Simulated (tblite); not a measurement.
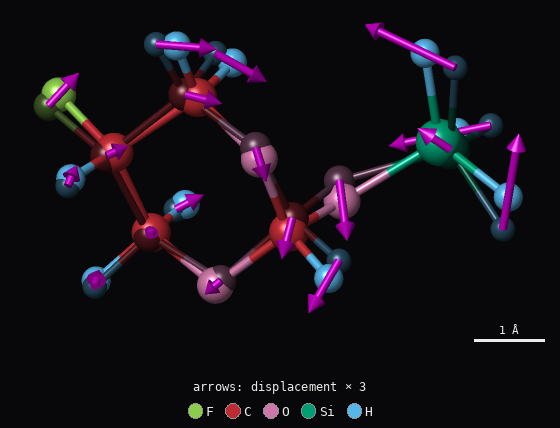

This is a relaxation of C₄H₉FO₃Si. The starting structure is drawn faded, the final one solid; purple arrows show the displacements, 3 times their true length. The two geometries are superimposed by the best rigid fit.

The picture is a ball-and-stick view, seen at a tilt.

All numbers below come from tblite, GFN2-xTB geometry optimisation, gas phase. 

**Which element moves most?**

Hydrogen: up to 0.51 Å, against 0.32 Å for oxygen.

**Describe the change and its energy.**

After 124 geometry steps the energy has fallen by 30.7 kJ/mol. The atom that moves furthest after the best rigid fit is an H atom (0.51 Å). Largest moves by element: H 0.51 Å, O 0.32 Å, F 0.22 Å, C 0.21 Å, Si 0.19 Å. Some distances before and after: C–O 1.418 → 1.369 Å, C–O 1.431 → 1.392 Å, H–Si 1.487 → 1.454 Å, O–Si 1.665 → 1.634 Å. Among the angles between lasting bonds that change: O–Si–H 109.3° → 97.4°, C–O–Si 117.7° → 126.3°, H–Si–H 109.5° → 115.2°. Groups turn about C–O by about 25°.
